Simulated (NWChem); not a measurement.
**[S3]− at UBLYP-D3(0)/6-31G (density fitting, lindep 0.0001, trust 0.2)**

Wanted: a geometry optimisation of [S3]−. 

The results are computed with NWChem 7.3.0.

1 further run of the same task is left out (it didn't finish).

**1. The system as given**

[S3]−: 3 atoms, total charge -1, spin state doublet. The shape is that of a GFN2-xTB optimisation. The run starts from this shape.

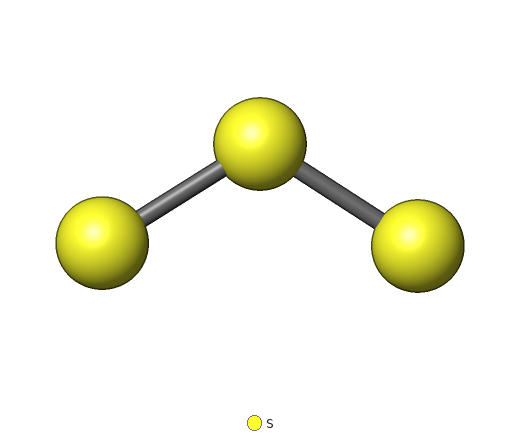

Viewed from a chosen angle; sulfur yellow.

**2. A structure relaxation at UBLYP-D3(0)/6-31G (density fitting, lindep 0.0001, trust 0.2)**

The input, job.nw:

```
echo
start job
title "S3"
memory 2200 mb
charge -1

geometry units angstrom
 S     -1.117260     0.295410     1.265730
 S      0.397110     0.584890     0.015760
 S      0.720140    -0.880310    -1.281490
end

basis spherical
 * library 6-31G
end

basis "cd basis" spherical
 * library "dgauss a2 dft coulomb fitting"
end

dft
 xc becke88 lyp
 mult 2
 disp vdw 3
 grid coarse
 convergence density 0.001 diis 4
 direct
 maxiter 200
 mulliken
 noprint "final vectors analysis"
end

driver
 maxiter 60
 trust 0.2
end

freq
 temp 2 298.15 373.15
end

set lindep:tol 0.0001
task dft optimize
task dft frequencies
```

Command:

```console
$ nwchem job.nw > job.out
```

**Question.** What will come out? Wanted: total energy at the end; dispersion energy; ⟨S²⟩; lowest harmonic wavenumber; highest harmonic wavenumber; zero-point energy.

Computed results:

At UBLYP-D3(0)/6-31G (density fitting, lindep 0.0001, trust 0.2):

| quantity | value |
| --- | --- |
| total energy at the end | -1194.85970 Eh |
| dispersion energy | -3.13 kJ/mol |
| ⟨S²⟩ | 0.750 |
| lowest harmonic wavenumber | 219 cm⁻¹ |
| highest harmonic wavenumber | 420 cm⁻¹ |
| zero-point energy | 6.3 kJ/mol |

At the final geometry: Bond lengths: S1–S2 2.208 Å, S2–S3 2.208 Å. Angles: S1–S2–S3 111.6°. All 3 modes are real, so the shape is a minimum at this level. The optimisation took 5 steps and changed the energy by -0.895 eV.
